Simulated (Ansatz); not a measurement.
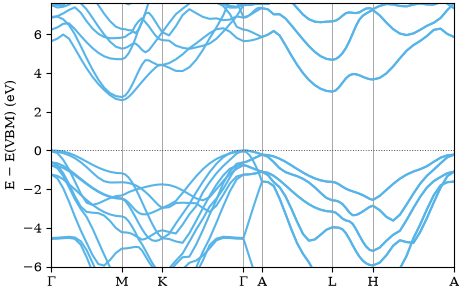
*Band structure from DFT-r²SCAN in the program Ansatz with PAW potentials*

Q: Read off the gap and where the band edges lie.

A: About 2.6 eV (2.60 eV by a search for the band edges); maximum at Γ, minimum at M.

Q: Which compound is it?
A) GdHSe, P-6m2 (Gd on 1a, H on 1c, Se on 1f)
B) YN, NiAs type
C) DyI3, P6_3/mmc (Dy on 2d, I on 6h)
D) SiC, 4H polytype

A: D, SiC, 4H polytype

Space group P6_3mc (4H polytype). The r²SCAN relaxation kept the symmetry of its start.

Potentials: the later of the program's two PAW sets.
